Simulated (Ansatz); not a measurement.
# WC (Fm-3m): comparison of functionals at one structure

Wanted for WC (Fm-3m): a comparison of functionals at one structure.

Program: Ansatz 0.2.0 through its Python package. The levels of theory stand in the script. These are calculated values, not measurements.

## Step 1: The system

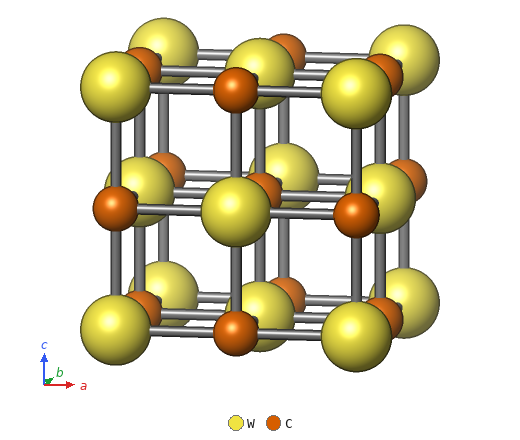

The starting structure, viewed slightly off an axis; tungsten yellow, carbon orange. The cell is the conventional one. Atoms on cell faces are repeated.

The script holds or builds the structure itself.

## Step 2: The script

Input file wc_xc.py:

```python
# -*- coding: utf-8 -*-
"""One structure of WC under several functionals."""

from dataclasses import dataclass
import csv
import logging
import sys

import ansatz

logging.basicConfig(stream=sys.stdout, format="%(levelname)s:%(name)s:%(message)s")
log = logging.getLogger("run")
log.setLevel(logging.INFO)


@dataclass(frozen=True)
class Options:
    ecut: int = 510
    k_density: float = 4.1
    smearing: str = "Gaussian"


settings = Options()

lattice = ansatz.Lattice.of(
    [0.0, 2.192684, 2.192684],
    [2.192684, 0.0, 2.192684],
    [2.192684, 2.192684, 0.0],
)
sites = [
    ("W", [0.0, 0.0, 0.0]),
    ("C", [0.5, 0.5, 0.5]),
]
system = ansatz.Crystal(lattice=lattice)
for symbol, position in sites:
    system = system.atom(symbol, position)

setup = system.calculation()
setup = setup.basis(settings.ecut).kpoints(density=settings.k_density)
setup = setup.occupations(settings.smearing)
setup = setup.forces().stress()

rows = []
for value in ["blyp", "pbesol", "lda"]:
    r = setup.functional(value).run().report
    rows.append((value, r["free_energy_ev"] / len(r["lattice"]["sites"]), r["n_iterations"], sum(r["stress_gpa"][i][i] for i in range(3)) / 3, max(abs(f) for row in r["forces_ev_ang"] for f in row), r["n_kpoints"]))

with open("xc.csv", "w", newline="") as handle:
    writer = csv.writer(handle)
    writer.writerow(["functional", "F/atom (eV)", "iterations", "P (GPa)", "max component (eV/A)", "k-points"])
    writer.writerows([round(v, 5) if isinstance(v, float) else v for v in row] for row in rows)
print(open("xc.csv").read())
```

## Step 3: The calls as engine input

The engine receives this input (first run):

```yaml
crystal:
  lattice:
    - [0.0, 2.192684, 2.192684]
    - [2.192684, 0.0, 2.192684]
    - [2.192684, 2.192684, 0.0]
  atoms:
    - { symbol: W, position: [0.0, 0.0, 0.0] }
    - { symbol: C, position: [0.5, 0.5, 0.5] }
basis:
  ecutwfc: 510.0
kpoints:
  mp_grid:
    kspacing: 0.24390243902439027
hamiltonian:
  xc: blyp
scf:
  occupations:
    method: gaussian
output:
  forces: true
  stress: true
```

## Step 4: The run

Run with:

```console
$ python wc_xc.py
```

Standard output:

```text
functional,F/atom (eV),iterations,P (GPa),max component (eV/A),k-points
blyp,-5329.95854,6,11.82486,0.0,56
pbesol,-5251.40076,6,-10.01063,0.0,56
lda,-5186.19226,6,-15.87646,0.0,56
```

Wall time 5.6 s (1 thread of Arm Neoverse V1, shared host); peak memory 0.35 GiB.

## Step 5: What changed from run to run

The engine's inputs for the other runs:

Run 2, against run 1:

```diff
@@ -15 +15 @@
-  xc: blyp
+  xc: pbesol
```

Run 3, against run 1:

```diff
@@ -15 +15 @@
-  xc: blyp
+  xc: lda
```

## Step 6: Run by run

One row for each of the 3 runs:

| run | functional | energy (eV/atom) | pressure (GPa) | SCF cycles | CPU time (s) |
| --- | --- | --- | --- | --- | --- |
| 1 | blyp | -5329.9585 | 11.82 | 6 | 1.6 |
| 2 | pbesol | -5251.4008 | -10.01 | 6 | 1.5 |
| 3 | lda | -5186.1923 | -15.88 | 6 | 1.5 |

Energies are free energies F = E - TS of the smeared occupations. Totals under unlike functionals or potentials can't be compared directly.

## Step 7: Summary of results

```
             quantity                           value
        runs compared                               3
pressure at this cell  -15.9 (lda) to 11.8 GPa (blyp)
```

In words: From lowest to highest: LDA (-15.9 GPa), PBEsol (-10.0 GPa) and BLYP (11.8 GPa). At a fixed cell a lower pressure usually means a smaller equilibrium volume, so LDA prefers the smallest cell and BLYP the largest. Caveats:
- No spin polarisation was allowed.
- Forces vanish by symmetry here and test nothing.
- Pressure is positive in compression.
- Spin-orbit coupling, which matters for elements this heavy, is left out.
- The structure comes from a database of computed cells and needn't be a stable or known phase.
- Total energies of different functionals can't be compared; pressures, moments and gaps at this one structure can.
